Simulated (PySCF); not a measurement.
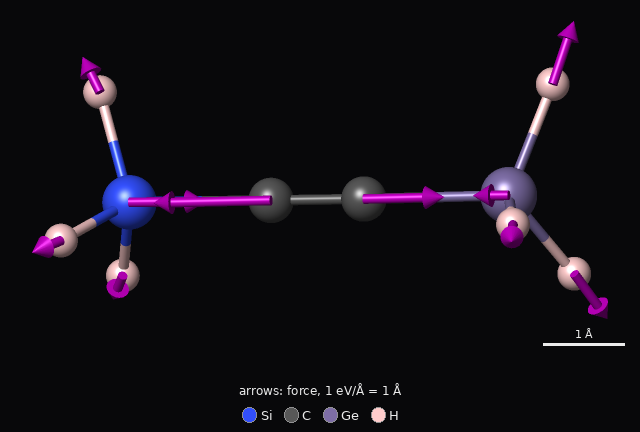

Starting geometry of C₂H₆GeSi with the computed forces as purple arrows. Style: ball-and-stick. Shown at a tilt.

The start comes from GFN2-xTB.

These are results of PySCF 2.14.0, density-fitted response routines, PBE0-D3(BJ)/def2-SVP geometry optimisation, gas phase, not measurements. 

What follows when this structure is relaxed?

It isn't relaxed: the largest force vector, on a C atom, is 1.54 eV/Å. The final displacements follow the starting forces only in part (cosine between the two patterns 0.62). The largest moves after the best rigid fit, 0.050 Å, are those of H atoms. Largest moves by element: H 0.050 Å, Ge 0.020 Å, Si 0.013 Å, C 0.011 Å. Among the contacts that change: Ge–H 1.492 → 1.535 Å, H–Si 1.465 → 1.492 Å, C–Si 1.852 → 1.834 Å, C–C 1.211 → 1.224 Å. Over 3 geometry steps the energy falls by 0.090 eV.
